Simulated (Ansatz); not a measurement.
Geometry relaxation of AlH2O2 (charge −1)

The run: geometry relaxation of AlH2O2, charge −1, SMILES [O-][AlH][OH]. Method and program: RKS B3LYP/def2-SVP (Ansatz 0.2.0).

It belongs to a series of runs on one base structure; here: end point B relaxed.

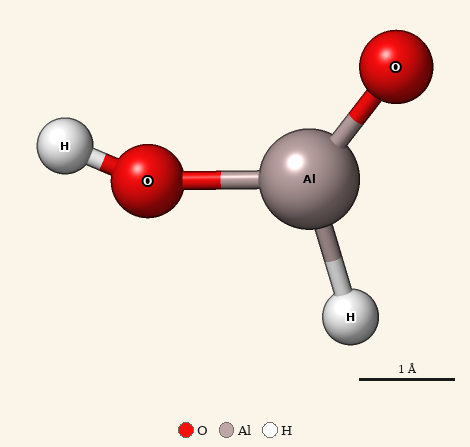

Figure 1. The starting structure (ball-and-stick view, seen at a tilt). Sticks mark near contacts.

### Results in brief

```tsv
quantity	value
outcome	converged
total energy	−10721.2189 eV
mean-field energy	−10721.2189 eV
largest force (length of the vector) at the end	0.004 eV/Å
hardware	1 thread of Intel Xeon (Granite Rapids), 128 GiB of memory available, shared host
wall time	7 s
peak memory	0.13 GiB
```

### Input
```yaml
crystal:
  periodic: [false, false, false]
  atoms:
    - { symbol: O, position_ang: [-1.195, -1.18082, 1.27499] }
    - { symbol: Al, position_ang: [-0.45522, -0.38487, 0.10334] }
    - { symbol: O, position_ang: [0.88481, 0.67847, 0.21331] }
    - { symbol: H, position_ang: [-0.7757, -0.37927, -1.45678] }
    - { symbol: H, position_ang: [1.56598, 1.15177, 0.67124] }
total_charge: -1
basis:
  gaussian: { orbitals: def2-SVP }
hamiltonian:
  xc: b3lyp
relax:
  f_tol: 0.015
  max_steps: 40
output:
  orbitals: {}
```

Command:
```bash
ansatz run input.yaml --threads 1 --pin off --max-ram 2048MiB --backend cpu --events-out ev --progress --plain --runs-dir out
```

### Log
```
The last accepted step is kept in [file] (removed where the run ends without a failure and the disk answers)
Engine: ansatz 0.2.0, x86_64-unknown-linux-gnu
Functional definition: B3LYP
  parameter a0 = 0.2
  parameter ax = 0.72
  parameter ac = 0.81
  exchange = (1 - a0 - ax)*slater_x + ax*b88_x + a0*exact_x
  correlation = (1 - ac)*vwn_rpa_c + ac*lyp_c
554 factors; integrals over basis functions are off by at most 3.7e-4 eV
mean field evaluation 1: about -10717.5463 eV, gradient 4.0e1 eV
mean field evaluation 2: about -10678.7425 eV, gradient 1.3e2 eV
mean field evaluation 4: about -10720.7474 eV, gradient 9.3e0 eV
mean field evaluation 8: about -10720.8939 eV, gradient 5.5e-2 eV
mean field -10720.89392725 eV, -393.9855849436 hartree, gradient 6.4e-5 eV, S^2 0.000000; 0 other end points of the search recorded, 0 dependent functions left out
the calculation of the forces begins
reference -10720.89414728 eV, -393.9855930295 hartree; 16, 16 occupied and 40, 40 virtual orbitals, 554 factors
relax step   1: F+E_penalty+E_count = -10720.89392725 eV  Δ(F+E_penalty+E_count) = +0.000e0 eV  max|allowed force component| = 1.353e0 eV/Å  Δτ_max = 0.0000 Å  (23 SCF iters, accepted)
these checks for a lower state are left out or cut short: starts, cluster_reference, orbital_swaps, neighbouring_geometries, increment
554 factors; integrals over basis functions are off by at most 3.9e-4 eV
mean field evaluation 16: about -10720.9572 eV, gradient 2.7e-2 eV
mean field -10720.95720375 eV, -393.9879103121 hartree, gradient 2.0e-5 eV, S^2 0.000000; 0 other end points of the search recorded, 0 dependent functions left out
the calculation of the forces begins
reference -10720.95742401 eV, -393.9879184063 hartree; 16, 16 occupied and 40, 40 virtual orbitals, 554 factors
relax step   2: F+E_penalty+E_count = -10720.95720375 eV  Δ(F+E_penalty+E_count) = -6.328e-2 eV  max|allowed force component| = 6.513e-1 eV/Å  Δτ_max = 0.0446 Å  (24 SCF iters, accepted)
these checks for a lower state are left out or cut short: starts, cluster_reference, orbital_swaps, neighbouring_geometries, increment
554 factors; integrals over basis functions are off by at most 4.2e-4 eV
mean field -10721.02156791 eV, -393.9902756514 hartree, gradient 8.4e-5 eV, S^2 0.000000; 0 other end points of the search recorded, 0 dependent functions left out
the calculation of the forces begins
reference -10721.02178759 eV, -393.9902837244 hartree; 16, 16 occupied and 40, 40 virtual orbitals, 554 factors
relax step   3: F+E_penalty+E_count = -10721.02156791 eV  Δ(F+E_penalty+E_count) = -6.436e-2 eV  max|allowed force component| = 4.648e-1 eV/Å  Δτ_max = 0.0579 Å  (25 SCF iters, accepted)
these checks for a lower state are left out or cut short: starts, cluster_reference, orbital_swaps, neighbouring_geometries, increment
554 factors; integrals over basis functions are off by at most 4.7e-4 eV
mean field -10721.15708114 eV, -393.9952556708 hartree, gradient 2.1e-5 eV, S^2 0.000000; 0 other end points of the search recorded, 0 dependent functions left out
the calculation of the forces begins
reference -10721.15729895 eV, -393.9952636750 hartree; 16, 16 occupied and 40, 40 virtual orbitals, 554 factors
relax step   4: F+E_penalty+E_count = -10721.15708114 eV  Δ(F+E_penalty+E_count) = -1.355e-1 eV  max|allowed force component| = 8.302e-1 eV/Å  Δτ_max = 0.1975 Å  (29 SCF iters, accepted)
these checks for a lower state are left out or cut short: starts, cluster_reference, orbital_swaps, neighbouring_geometries, increment
554 factors; integrals over basis functions are off by at most 4.8e-4 eV
mean field evaluation 32: about -10721.1548 eV, gradient 7.3e-2 eV
mean field -10721.15481370 eV, -393.9951723437 hartree, gradient 6.1e-5 eV, S^2 0.000000; 0 other end points of the search recorded, 0 dependent functions left out
the calculation of the forces begins
reference -10721.15503108 eV, -393.9951803324 hartree; 16, 16 occupied and 40, 40 virtual orbitals, 554 factors
relax step   5: F+E_penalty+E_count = -10721.15481370 eV  Δ(F+E_penalty+E_count) = +2.267e-3 eV  max|allowed force component| = 2.066e0 eV/Å  Δτ_max = 0.0645 Å  (25 SCF iters, rejected (line search))
these checks for a lower state are left out or cut short: starts, cluster_reference, orbital_swaps, neighbouring_geometries, increment
554 factors; integrals over basis functions are off by at most 4.8e-4 eV
mean field -10721.18900339 eV, -393.9964287915 hartree, gradient 2.3e-5 eV, S^2 0.000000; 0 other end points of the search recorded, 0 dependent functions left out
the calculation of the forces begins
reference -10721.18922060 eV, -393.9964367741 hartree; 16, 16 occupied and 40, 40 virtual orbitals, 554 factors
relax step   6: F+E_penalty+E_count = -10721.18900339 eV  Δ(F+E_penalty+E_count) = -3.192e-2 eV  max|allowed force component| = 2.010e-1 eV/Å  Δτ_max = 0.0314 Å  (24 SCF iters, accepted)
these checks for a lower state are left out or cut short: starts, cluster_reference, orbital_swaps, neighbouring_geometries, increment
554 factors; integrals over basis functions are off by at most 4.8e-4 eV
mean field -10721.20821761 eV, -393.9971349014 hartree, gradient 3.1e-5 eV, S^2 0.000000; 0 other end points of the search recorded, 0 dependent functions left out
the calculation of the forces begins
reference -10721.20843515 eV, -393.9971428957 hartree; 16, 16 occupied and 40, 40 virtual orbitals, 554 factors
relax step   7: F+E_penalty+E_count = -10721.20821761 eV  Δ(F+E_penalty+E_count) = -1.921e-2 eV  max|allowed force component| = 2.917e-1 eV/Å  Δτ_max = 0.0807 Å  (24 SCF iters, accepted)
these checks for a lower state are left out or cut short: starts, cluster_reference, orbital_swaps, neighbouring_geometries, increment
554 factors; integrals over basis functions are off by at most 4.9e-4 eV
mean field -10721.21784544 eV, -393.9974887176 hartree, gradient 3.3e-5 eV, S^2 0.000000; 0 other end points of the search recorded, 0 dependent functions left out
the calculation of the forces begins
reference -10721.21806222 eV, -393.9974966838 hartree; 16, 16 occupied and 40, 40 virtual orbitals, 554 factors
relax step   8: F+E_penalty+E_count = -10721.21784544 eV  Δ(F+E_penalty+E_count) = -9.628e-3 eV  max|allowed force component| = 8.848e-2 eV/Å  Δτ_max = 0.0517 Å  (24 SCF iters, accepted)
these checks for a lower state are left out or cut short: starts, cluster_reference, orbital_swaps, neighbouring_geometries, increment
554 factors; integrals over basis functions are off by at most 4.8e-4 eV
mean field -10721.21849546 eV, -393.9975126054 hartree, gradient 2.3e-5 eV, S^2 0.000000; 0 other end points of the search recorded, 0 dependent functions left out
the calculation of the forces begins
reference -10721.21871199 eV, -393.9975205624 hartree; 16, 16 occupied and 40, 40 virtual orbitals, 554 factors
relax step   9: F+E_penalty+E_count = -10721.21849546 eV  Δ(F+E_penalty+E_count) = -6.500e-4 eV  max|allowed force component| = 4.744e-2 eV/Å  Δτ_max = 0.0190 Å  (24 SCF iters, accepted)
these checks for a lower state are left out or cut short: starts, cluster_reference, orbital_swaps, neighbouring_geometries, increment
554 factors; integrals over basis functions are off by at most 4.8e-4 eV
mean field -10721.21866780 eV, -393.9975189385 hartree, gradient 1.8e-5 eV, S^2 0.000000; 0 other end points of the search recorded, 0 dependent functions left out
the calculation of the forces begins
reference -10721.21888441 eV, -393.9975268989 hartree; 16, 16 occupied and 40, 40 virtual orbitals, 554 factors
relax step  10: F+E_penalty+E_count = -10721.21866780 eV  Δ(F+E_penalty+E_count) = -1.723e-4 eV  max|allowed force component| = 3.760e-3 eV/Å  Δτ_max = 0.0056 Å  (22 SCF iters, accepted)
554 factors; integrals over basis functions are off by at most 4.8e-4 eV
mean field evaluation 64: about -10677.9455 eV, gradient 1.3e2 eV
```

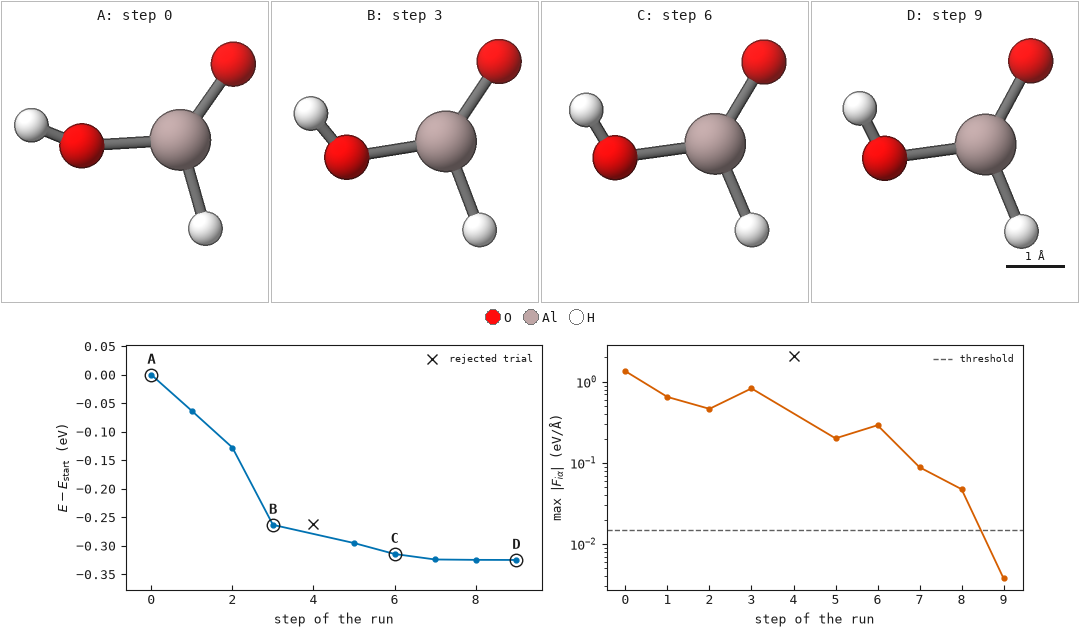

Figure 2. Frames of the relaxation (ball-and-stick view, seen on its broad side) above the curves, on which the letters mark them (the first geometry is step 0 here and step 1 in the log).

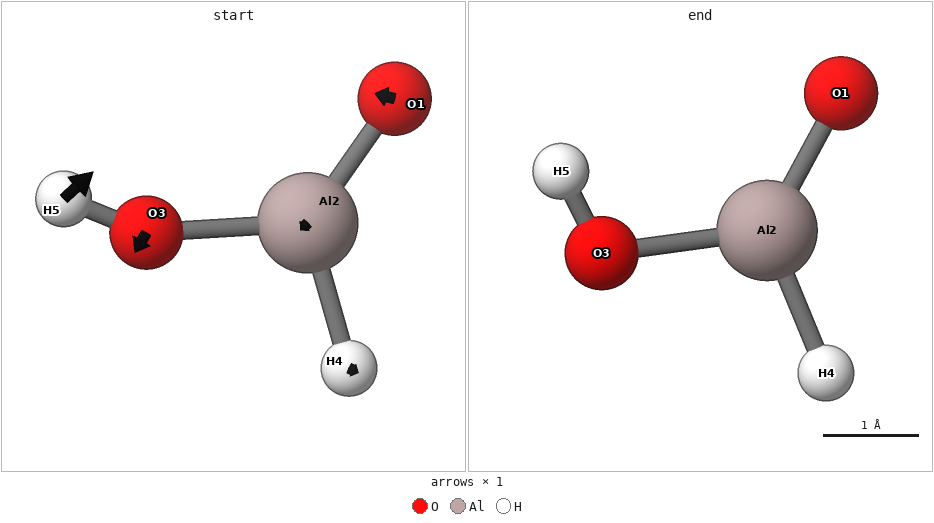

Figure 3. Before (left) and after (right) the relaxation, at one scale (ball-and-stick view, seen on its broad side). The black arrows give the displacements, at true length. After 9 geometry steps the energy has fallen by 0.325 eV. Largest force component: 1.4 eV/Å at the start, 0.0038 eV/Å at the end. The line search rejected the trial step at point 4 (counted from 0) and went back. The atom that moves furthest after the best rigid fit is H5 (0.43 Å). Largest moves by element: H 0.43 Å, O 0.25 Å, Al 0.11 Å. Among the contacts that change: Al2–O3 1.714 → 1.770 Å, O1–Al2 1.598 → 1.643 Å, Al2–H4 1.593 → 1.626 Å, O3–H5 0.947 → 0.966 Å. Among the angles that change: Al2–O3–H5 154.5° → 109.0°, O1–Al2–O3 128.6° → 126.2°, O3–Al2–H4 102.6° → 104.9°. (Atoms are counted from 1 in the order of the input.)

```
mean field -10721.21866780 eV, -393.9975189385 hartree, gradient 1.8e-5 eV, S^2 0.000000; 1 other end points of the search recorded, 0 dependent functions left out
the calculation of the forces begins
reference -10721.21888441 eV, -393.9975268989 hartree; 16, 16 occupied and 40, 40 virtual orbitals, 554 factors
Total energy: -10721.21888441 eV, -393.9975268989 hartree
Atom 0 at    -1.023225    -1.056650     1.360047 Å, force    -0.000255     0.000370     0.000138 eV/Å
Atom 1 at    -0.390447    -0.320677     0.034762 Å, force     0.000504    -0.000742    -0.002935 eV/Å
Atom 2 at     0.984728     0.793545     0.014051 Å, force     0.000409    -0.000016     0.003656 eV/Å
Atom 3 at    -0.858834    -0.436359    -1.518264 Å, force     0.000778     0.000741     0.002900 eV/Å
Atom 4 at     1.312648     0.905421     0.915504 Å, force    -0.001436    -0.000354    -0.003760 eV/Å
Dipole moment:     0.497712     0.405519    -0.019329 e Å
```

### Trajectory as extended XYZ (Å, eV, eV/Å), 10 frames, from step=1 to step=10
```
5
Properties=species:S:1:pos:R:3:forces:R:3 step=1 energy=-10720.89393
O    -1.1950   -1.1808    1.2750   -0.9328  -0.9824   1.3527
Al   -0.4552   -0.3849    0.1033    0.6618   0.6686  -0.7910
O     0.8848    0.6785    0.2133    0.4391   0.4561  -0.6020
H    -0.7757   -0.3793   -1.4568   -0.1800  -0.0753  -0.4138
H     1.5660    1.1518    0.6712    0.0120  -0.0669   0.4541
5
Properties=species:S:1:pos:R:3:forces:R:3 step=2 energy=-10720.95720
O    -1.1971   -1.1842    1.2848   -0.4426  -0.4675   0.6513
Al   -0.4462   -0.3766    0.0979    0.2461   0.2581  -0.3532
O     0.9014    0.6931    0.2065    0.3503   0.3861  -0.6100
H    -0.8057   -0.3990   -1.4833   -0.0255  -0.0092  -0.0661
H     1.5724    1.1520    0.7002   -0.1284  -0.1675   0.3780
5
Properties=species:S:1:pos:R:3:forces:R:3 step=3 energy=-10721.02157
O    -1.1920   -1.1841    1.3094    0.1988   0.2073  -0.2800
Al   -0.4353   -0.3664    0.0875   -0.2586  -0.2678   0.3603
O     0.9235    0.7180    0.1649    0.4363   0.4205  -0.4035
H    -0.8314   -0.4153   -1.5092    0.0883   0.0364   0.2017
H     1.5601    1.1331    0.7535   -0.4648  -0.3963   0.1216
5
Properties=species:S:1:pos:R:3:forces:R:3 step=4 energy=-10721.15708
O    -1.1385   -1.1444    1.3297    0.4228   0.3962  -0.3214
Al   -0.3962   -0.3343    0.0865   -0.6875  -0.5844   0.1696
O     0.9569    0.7678    0.0295    0.8302   0.5496   0.7194
H    -0.8318   -0.4191   -1.4896    0.0230   0.0051   0.0795
H     1.4345    1.0152    0.8501   -0.5885  -0.3665  -0.6471
5
Properties=species:S:1:pos:R:3:forces:R:3 step=5 energy=-10721.15481 accepted=F
O    -1.0991   -1.1131    1.3320    0.2222   0.2101  -0.1681
Al   -0.3992   -0.3305    0.0576    0.0766  -0.0001   0.3286
O     0.9843    0.7901    0.0463   -1.1692  -0.5839  -2.0661
H    -0.8480   -0.4337   -1.4892    0.0061   0.0319  -0.1419
H     1.3869    0.9726    0.8594    0.8642   0.3419   2.0475
5
Properties=species:S:1:pos:R:3:forces:R:3 step=6 energy=-10721.18900
O    -1.1174   -1.1277    1.3325    0.1904   0.1586  -0.0324
Al   -0.4022   -0.3378    0.0770   -0.1243  -0.0936  -0.0302
O     0.9667    0.7762    0.0289    0.1463   0.1000   0.1046
H    -0.8339   -0.4206   -1.4905   -0.0114  -0.0095  -0.0012
H     1.4117    0.9952    0.8582   -0.2010  -0.1555  -0.0408
5
Properties=species:S:1:pos:R:3:forces:R:3 step=7 energy=-10721.20822
O    -1.0677   -1.0879    1.3320    0.1360   0.1165  -0.0180
Al   -0.3859   -0.3169    0.0470   -0.2917  -0.2702   0.1357
O     0.9791    0.7910    0.0257    0.1920   0.1570  -0.0240
H    -0.8632   -0.4458   -1.4962    0.0465   0.0592  -0.0956
H     1.3625    0.9448    0.8977   -0.0828  -0.0624   0.0019
5
Properties=species:S:1:pos:R:3:forces:R:3 step=8 energy=-10721.21784
O    -1.0303   -1.0612    1.3533   -0.0059  -0.0094   0.0307
Al   -0.3924   -0.3219    0.0333    0.0885   0.0613   0.0500
O     0.9867    0.7945    0.0187   -0.0618  -0.0436  -0.0374
H    -0.8634   -0.4408   -1.5144    0.0095   0.0159  -0.0444
H     1.3243    0.9147    0.9152   -0.0302  -0.0242   0.0011
5
Properties=species:S:1:pos:R:3:forces:R:3 step=9 energy=-10721.21849
O    -1.0229   -1.0566    1.3625    0.0120   0.0125  -0.0232
Al   -0.3901   -0.3212    0.0360   -0.0291  -0.0223   0.0089
O     0.9830    0.7931    0.0110    0.0314   0.0158   0.0474
H    -0.8546   -0.4330   -1.5171   -0.0167  -0.0126  -0.0092
H     1.3095    0.9030    0.9138    0.0025   0.0067  -0.0240
5
Properties=species:S:1:pos:R:3:forces:R:3 step=10 energy=-10721.21867
O    -1.0232   -1.0567    1.3600   -0.0003   0.0004   0.0001
Al   -0.3904   -0.3207    0.0348    0.0005  -0.0007  -0.0029
O     0.9847    0.7935    0.0141    0.0004   0.0000   0.0037
H    -0.8588   -0.4364   -1.5183    0.0008   0.0007   0.0029
H     1.3126    0.9054    0.9155   -0.0014  -0.0004  -0.0038
```

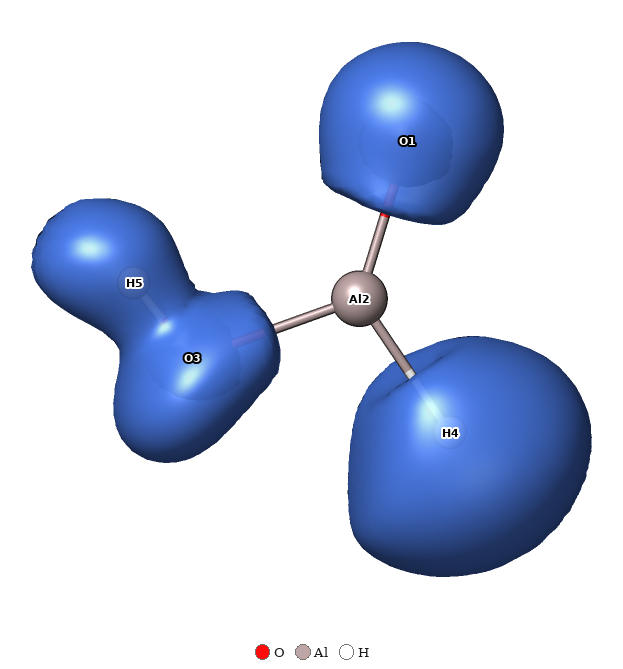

Figure 4. Isosurface of the ELF at 0.75 (blue), seen face on. Only the valence region is drawn (cores and ρ < 0.01 e/Å³ removed). Values along the shortest contacts: Al–O (1.64 Å): the ELF peaks at about 0.85 in the valence shell of O, 0.6 Å from its nucleus, and is about 0.35 at the midpoint. O–H (0.97 Å): the ELF climbs to about 1 towards the hydrogen, as it does in any bond to H (a covalent bond by its length).

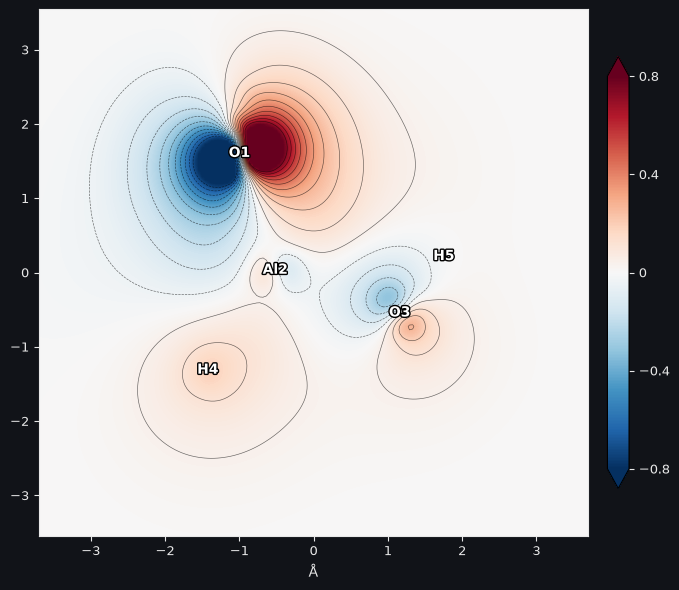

Figure 5. One frontier orbital on the molecular plane (values in Å⁻³ᐟ²; the overall sign is arbitrary). The HOMO, at −0.14 eV.

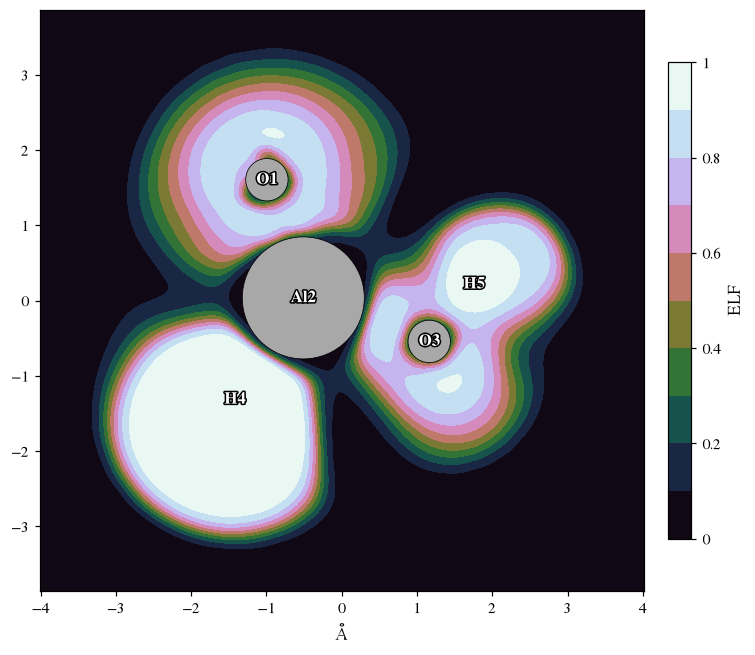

Figure 6. ELF on the molecular plane. Grey discs, where drawn, cover atomic cores. Atoms in the plane: O, Al and H. Al–O (1.64 Å): the ELF peaks at about 0.85 in the valence shell of O, 0.6 Å from its nucleus, and is about 0.35 at the midpoint. Al–O (1.77 Å): the ELF peaks at about 0.90 in the valence shell of O, 0.6 Å from its nucleus, and is about 0.45 at the midpoint. Al–H (1.63 Å): the ELF climbs to about 1 towards the hydrogen.
